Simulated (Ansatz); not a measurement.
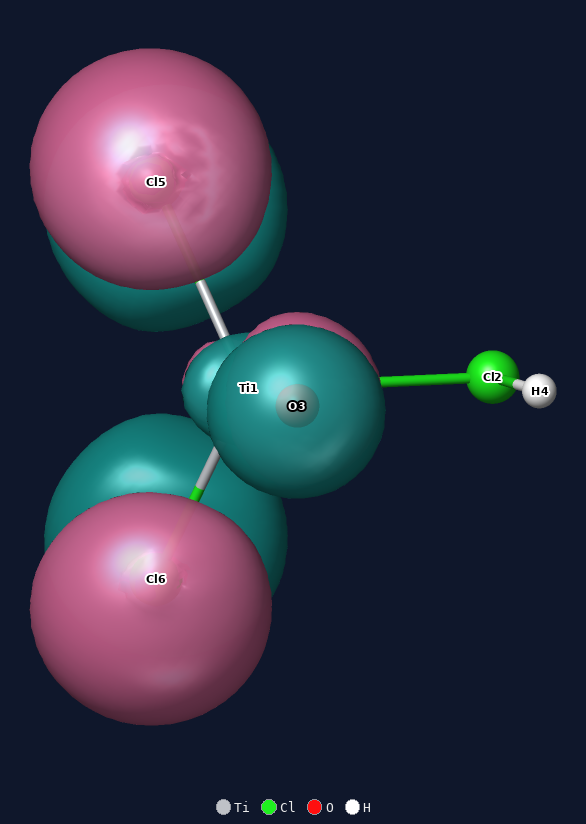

*Cl3HOTi. The HOMO−1 at ±0.08 Å⁻³ᐟ² (teal and pink are the two phases), seen across its widest extent.*

The product side of a reaction path; geometry: PBE0-D4/def2-TZVP.

These are results of Ansatz 0.2.0, RKS PBE0-D4/def2-TZVPP, not measurements.

```yaml
atoms:
  - { symbol: Ti, position_ang: [0.2825, 0.4479, 0.3821] }
  - { symbol: Cl, position_ang: [-1.3640, -0.9413, -0.9875] }
  - { symbol: O, position_ang: [1.5376, -0.4702, 0.0353] }
  - { symbol: H, position_ang: [-0.3886, -1.7237, -1.3045] }
  - { symbol: Cl, position_ang: [0.3356, 2.4342, -0.6123] }
  - { symbol: Cl, position_ang: [-0.4031, 0.2531, 2.4867] }
```

Q: What is the character of this orbital?

A: Its weight (Hirshfeld) is mainly on Cl5 (about 40 %), Cl6 (about 40 %), O3 (about 15 %) and Ti1 (about 10 %); largely a combination of lone pairs on Cl5, Cl6 and O3. Its energy is −9.14 eV.
